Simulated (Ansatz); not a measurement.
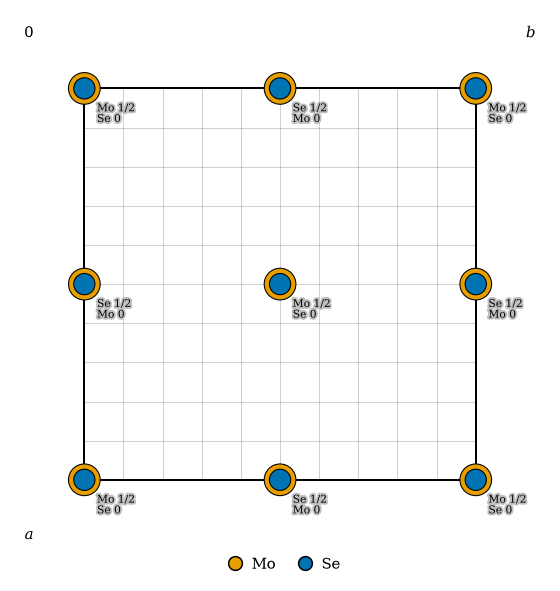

Plan of a unit cell projected along c (a down the page, b across); the numbers are heights as fractions of c, and atoms on the cell's edges are repeated. The grid marks tenths of a and b. Source: the input geometry of an electronic-structure calculation (not necessarily at equilibrium); the starting structure was generated, so it need not be a known form of this composition. All values are computed from the atomic coordinates in the standard setting (tolerance 0.002 Å).

a = 5.151 Å, b = 5.151 Å, c = 5.151 Å, α = 90.00°, β = 90.00°, γ = 90.00°.

Question: What does the cell contain?

Answer: 4 Mo, 4 Se: MoSe, Z = 4.

Question: Which space group?

Answer: Fm-3m, No. 225, face-centred cubic.

Question: Give the fractional coordinates of all atoms, to two places.

Answer:
```tsv
atom	x	y	z
Mo	0.50	0.00	0.00
Se	0.00	0.00	0.00
Mo	0.50	0.50	0.50
Se	0.00	0.50	0.50
Mo	0.00	0.00	0.50
Se	0.50	0.00	0.50
Mo	0.00	0.50	0.00
Se	0.50	0.50	0.00
```
